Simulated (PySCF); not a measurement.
# H6Si2, SMILES `[SiH3][SiH3]`: electronic structure

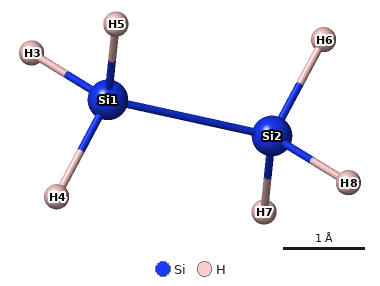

The molecule, with its atoms numbered as below. No frequency check shows the geometry to be a minimum.

Coordinates in Å:

```
Si1     -1.1527    0.0003   -0.0001
Si2      1.1525    0.0001    0.0001
H3      -1.7147    0.9302   -0.9832
H4      -1.7103   -1.3225   -0.3124
H5      -1.7150    0.3867    1.2967
H6       1.7147    1.3170    0.3108
H7       1.7147   -0.3895   -1.2958
H8       1.7144   -0.9276    0.9853
```

## 1. Local ionisation energy

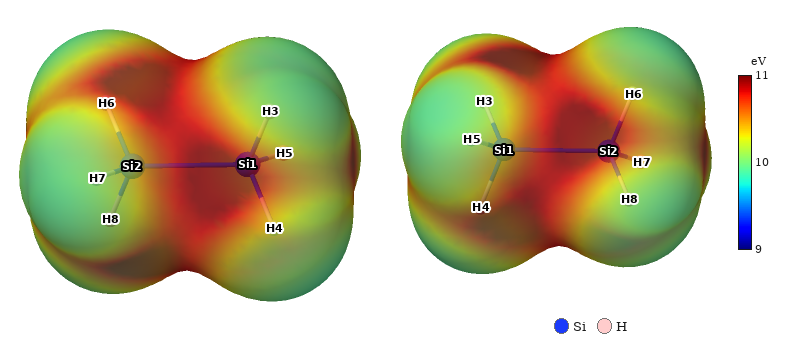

Average local ionisation energy on the surface of electron density 0.001 a.u. (back view left, front view right).

Level of theory: B3LYP/cc-pVDZ (PySCF), at a geometry from GFN2-xTB.

Q: Locate the minima of the map.

A: The lowest value is 9.9 eV, 1.4 Å from H4, and at like points elsewhere. For comparison, the highest occupied orbital lies at −8.4 eV.

## 2. Removing or adding an electron

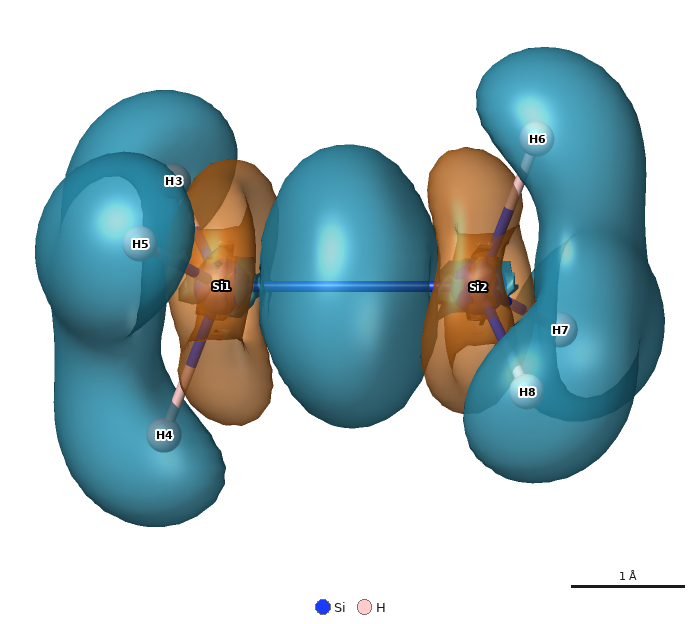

Fukui function f⁻ = ρ(N) − ρ(N−1) at fixed geometry, surfaces at ±0.015 e/Å³ (light blue positive, orange negative).

Level of theory: B3LYP/def2-SVP (PySCF), at a geometry from GFN2-xTB.

Q: Which atoms respond most to the removal of an electron?

A: f⁻ (Hirshfeld-condensed) is largest on Si1 and Si2 (0.25 each); the vertical ionisation energy is 10.92 eV. Condensed values hint at sites of electrophilic attack but needn't mark the atom that reacts. Orbital relaxation makes it negative in places (0.16 e in all).

| atom | f⁻ | charge |
| --- | --- | --- |
| Si1 | +0.25 | +0.24 |
| Si2 | +0.25 | +0.24 |
| H3 | +0.08 | −0.08 |
| H4 | +0.08 | −0.08 |
| H5 | +0.08 | −0.08 |
| H6 | +0.08 | −0.08 |
| H7 | +0.08 | −0.08 |
| H8 | +0.08 | −0.08 |

## 3. Localised orbitals

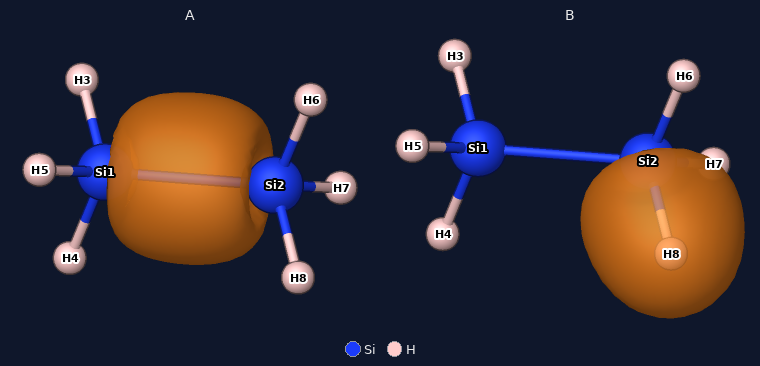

Pipek–Mezey orbitals, occupied; each surface holds about 70 % of the orbital's density. Energies are diagonal elements of the Fock matrix.

Method: PBE0/6-31G*; geometry: GFN2-xTB; program: PySCF.

Q: What does each orbital represent in a Lewis picture?

A: By panel:
- A: σ bond Si2–Si1 (Si2 50 %, Si1 50 %; −11.1 eV)
- B: σ bond H8–Si2 (H8 53 %, Si2 47 %; −11.2 eV)

## 4. Stretching a bond

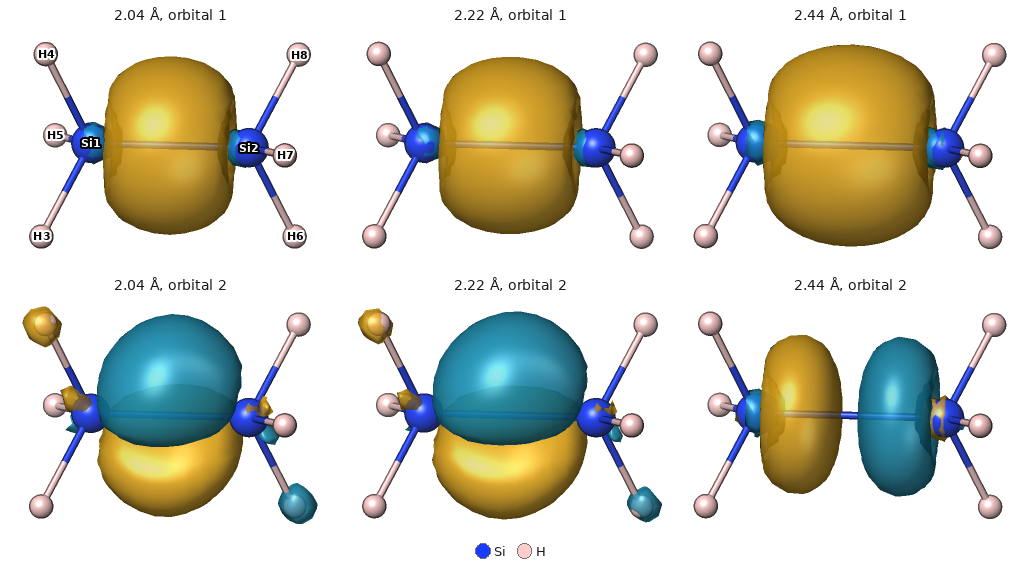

Rigid stretch of the Si1–Si2 bond. The two CASSCF(2,2) natural orbitals nearest half filling (orbital 1 the more occupied).

PySCF calculation, def2-TZVP basis, gas phase; geometry: GFN2-xTB.

Q: How do the occupations change along the stretch?

A: 2.04 Å: 1.98 and 0.02; 2.22 Å: 1.98 and 0.02; 2.44 Å: 1.98 and 0.02. At the longest distance computed (6.22 Å) they are 1.05 and 0.95, and the effective number of unpaired electrons is 2.0.

Q: Where does the UHF solution part from RHF?

A: Between 3.00 Å (⟨S²⟩ = 0, the two coincide) and 3.44 Å (⟨S²⟩ = 0.55); at 6.22 Å ⟨S²⟩ is 1.01 and UHF lies 3.7 eV below RHF.

Q: How much energy does the stretch cost?

A: By CASSCF, 2.9 eV from the lowest point of the scan (2.44 Å) to 6.22 Å; RHF gives 6.2 eV from its own lowest point. The fragments aren't relaxed and dynamic correlation is missing, so this isn't a bond dissociation energy.

The PySCF runs shown took 8.4 s, 100 s, 5.5 s and 10 min on 1 thread of Arm Neoverse N1, on a shared host.
